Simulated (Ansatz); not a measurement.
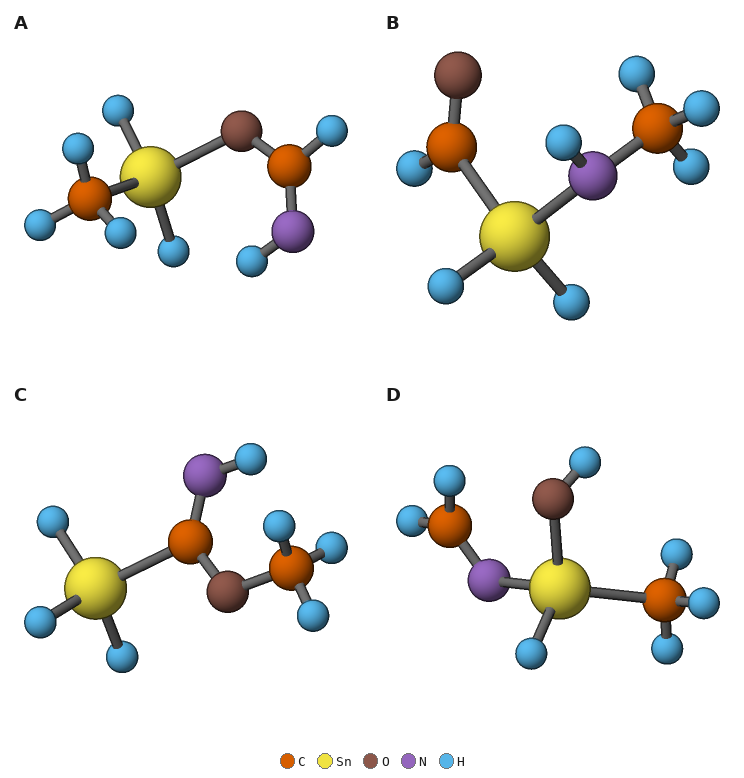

The picture comes from a calculation with Ansatz.

### Which panel belongs to which SMILES?
(1) C=[N][Sn@@H]([CH3])[OH]
(2) [H]/N=C\[O][SnH2][CH3]
(3) [H]/N=[C](/[SnH3])OC
(4) C[NH][SnH2][CH]=O

A is (2), B is (4), C is (3), D is (1).
